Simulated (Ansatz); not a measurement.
Consider B$_{3}$H$_{3}$O$_{3}$ (SMILES B1OBOBO1).

```xyz
9

B     1.3016    0.1158   -0.4247
O     0.6128   -1.0535   -0.6248
B    -0.6869   -1.1727   -0.2023
O    -1.2974   -0.1154    0.4232
B    -0.6148    1.0569    0.6269
O     0.6846    1.1689    0.2016
H     2.4293    0.2162   -0.7926
H    -1.2819   -2.1887   -0.3775
H    -1.1473    1.9725    1.1701
```

Geometry: PBE0-D4/def2-TZVP.

Level of theory: isolated molecule in a Gaussian basis; Hartree-Fock (Ansatz).

Question: What will maps of the electron density and electron localisation function show?

Answer: B–O (1.37 Å): ρ is about 2.1 e/Å³ halfway; the ELF peaks at about 0.90 between the atoms (a polar covalent bond).
B–H (1.19 Å): ρ is about 1.3 e/Å³ halfway; the ELF climbs to about 1 towards the hydrogen, as it does in any bond to H; a covalent bond by its length.

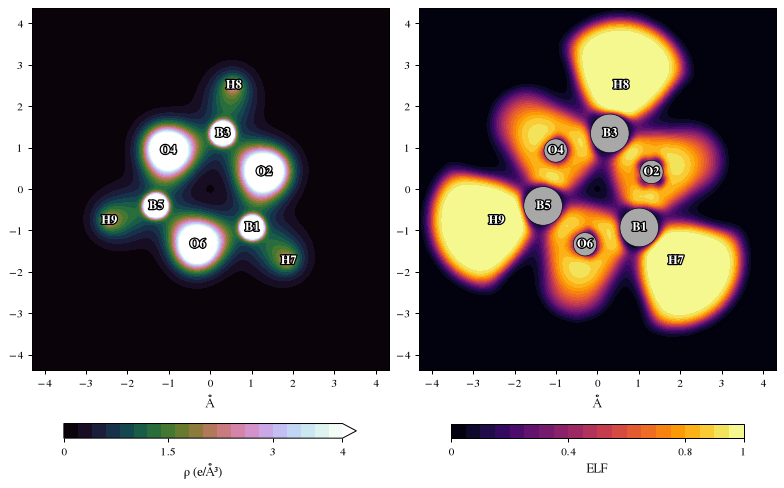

Computed electron density and electron localisation function on the molecular plane, in this order. Grey discs cover the atomic cores in the ELF map. 
